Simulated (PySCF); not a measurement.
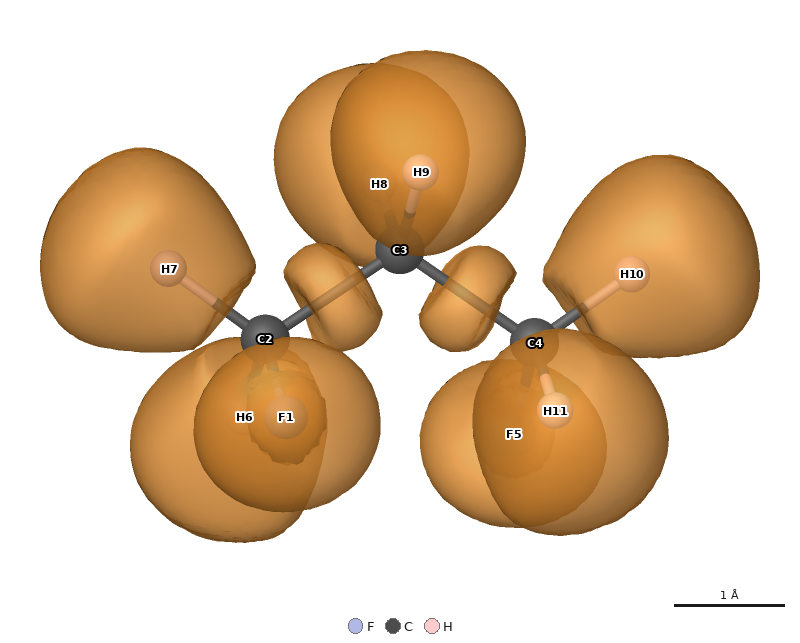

C3H6F2. Isosurface of the ELF at 0.75 (orange), seen at a tilt. Only the valence region is drawn (cores and ρ < 0.01 e/Å³ removed).

Geometry: PBE0-D3(BJ)/def2-SVP.

The calculation used PySCF, PBE0/pcSseg-1, SCF density, gas phase, non-relativistic.

Input

```
{"job": {"kind": "nmr", "xc": "PBE0", "basis": "pcSseg-1"}, "charge": 0, "multiplicity": 1}
F      1.434195    -0.000073    -1.377071
C      1.074129    -0.666332    -0.227985
C      0.140391     0.192156     0.592800
C     -1.139322     0.524280    -0.138431
F     -1.828678    -0.631245    -0.424802
H      0.575682    -1.607280    -0.514721
H      1.989014    -0.908327     0.338438
H     -0.096316    -0.334656     1.532280
H      0.648601     1.131725     0.866796
H     -1.786381     1.176654     0.471573
H     -0.913266     1.037594    -1.087964
```

Command:

```sh
OMP_NUM_THREADS=1 python probes_run.py task.json out
```

Q: What do the ELF domains correspond to?

A: The ELF exceeds this value in two regions between bonded C–C atoms (shared pairs), six regions around hydrogen nuclei and two regions on F in which the atom's valence shell and bonds are merged.

Values along the shortest contacts:
C–F (1.38 Å): the ELF peaks at about 0.80 between the atoms; a shared but strongly polarised pair. C–C (1.51 Å): the ELF peaks at about 0.95 between the atoms: localised, covalent bonding.
